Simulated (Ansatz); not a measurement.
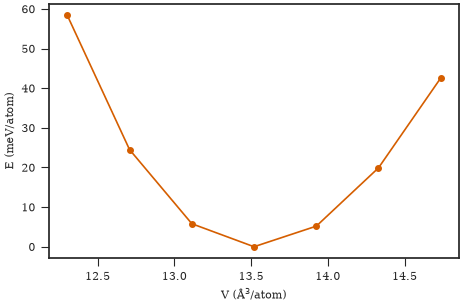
Figure. Al3Ni2 (La2O3 or Ni2Al3 type, space group No. 164) under volume change, the program Ansatz at the r²SCAN level (PAW), shape and atoms relaxed at each volume.

Q: What does a third-order Birch–Murnaghan fit give for V₀, B₀ and B′?

A: V₀ = 13.52 Å³/atom, B₀ = 145 GPa, B′ = 4.3.

Space group P-3m1 (La2O3 or Ni2Al3 type). The first step of the workflow began from a Materials Project structure, measured or hypothetical; the Crystallography Open Database copy checked does not list it. Whether it is the stable phase at ambient conditions was not checked. The r²SCAN relaxation kept the symmetry of its start; of distortions, only those at the zone centre were tested. No spin polarisation was allowed.

Potentials: the later of the program's two PAW sets.
